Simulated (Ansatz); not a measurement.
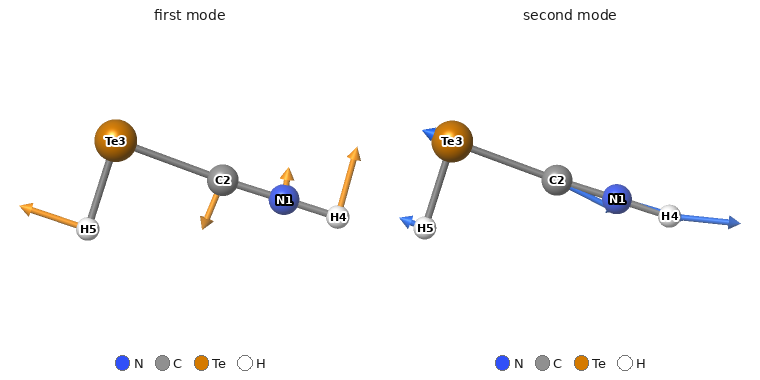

The system is CH2NTe, SMILES [NH+]#C[TeH], charge +1; the picture shows the reference structure; its two panels give the patterns of the first and the second mode as arrows. First axis: normal mode 1 (289 cm⁻¹). Second axis: normal mode 4 (446 cm⁻¹). Nothing is relaxed (straight displacements along the two mass-weighted modes). The scan uses a 15 × 15 grid. Energies are in kJ/mol, from the lowest grid point. The calculation used Ansatz 0.2.0, RKS PBE0-D4/def2-TZVP.

Its coordinates:

```csv
atom,x (Å),y (Å),z (Å)
N,-0.0061,-1.3288,0.0647
C,0.2504,-0.2127,0.0454
Te,0.7998,1.7480,0.0254
H,-0.2382,-2.3091,0.0808
H,-0.8058,2.1026,-0.2163
```

Range: normal mode 1 (289 cm⁻¹) from −1.272 to 1.272 amu½·Å; normal mode 4 (446 cm⁻¹) from −1.281 to 1.281 amu½·Å.

Predict the map.

Answer. The lowest grid point is at normal mode 1 (289 cm⁻¹) = 0.000 amu½·Å, normal mode 4 (446 cm⁻¹) = 0.000 amu½·Å. No other kind of well shows on this grid. The highest grid point, normal mode 1 (289 cm⁻¹) = −1.272 amu½·Å, normal mode 4 (446 cm⁻¹) = −1.281 amu½·Å, lies 128 kJ/mol above the lowest.

```
normal mode 4 (446 cm⁻¹) ↓, normal mode 1 (289 cm⁻¹) →  −1.272  −1.090  −0.908  −0.727  −0.545  −0.363  −0.182  0.000  0.182  0.363  0.545  0.727  0.908  1.090  1.272
                                                 1.281      91      72      59      50      44      40      39     39     40     44     50     60     74     94    119
                                                 1.098      84      65      51      42      35      32      30     30     31     35     40     50     63     82    107
                                                 0.915      77      57      43      34      28      24      22     22     23     26     32     40     53     71     95
                                                 0.732      70      51      37      27      21      17      15     15     16     19     24     32     44     61     84
                                                 0.549      65      45      31      21      15      11       9      9     10     12     17     24     36     52     74
                                                 0.366      61      41      26      17      10       7       5      4      5      7     11     18     29     45     66
                                                 0.183      58      38      23      13       7       3       2      1      2      4      7     14     24     39     59
                                                 0.000      57      36      22      12       6       2       1      0      1      2      6     11     21     35     54
                                                −0.183      58      37      22      13       7       3       2      1      2      3      6     12     20     33     51
                                                −0.366      61      40      26      16      10       7       6      5      6      7     10     15     22     34     52
                                                −0.549      66      46      32      22      17      14      13     13     13     15     17     21     28     39     55
                                                −0.732      75      55      41      32      27      25      24     24     25     26     28     32     38     48     63
                                                −0.915      88      69      55      47      42      40      40     41     41     42     44     47     53     62     75
                                                −1.098     106      87      74      66      62      61      61     62     64     65     66     69     73     81     93
                                                −1.281     128     110      98      92      89      88      89     91     92     94     95     97    101    107    118
```

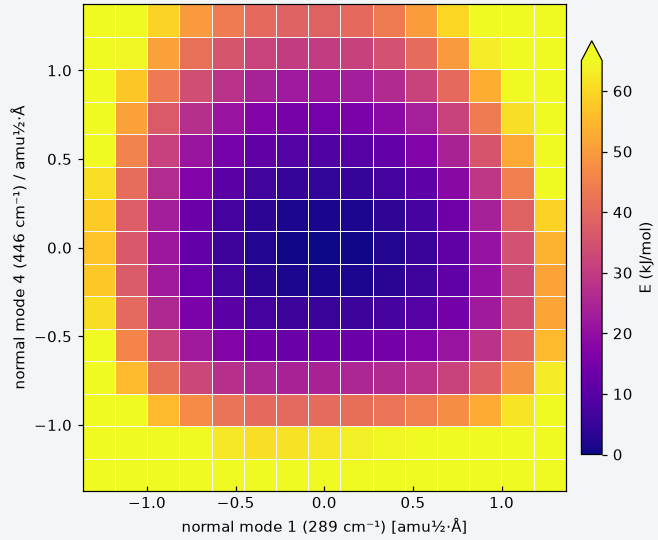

Drawn: one coloured cell a grid point, one colour for all values above the top of the scale.

Each point was launched as `ansatz run input.yaml --threads 1 --pin off --max-ram 2560MiB --backend cpu --events-out ev --progress --plain --runs-dir out`. Time for the 225 points that were run: 7.4 min on 1 thread of INTEL(R) XEON(R) PLATINUM 8581C CPU @ 2.30GHz (Emerald Rapids) (shared host).
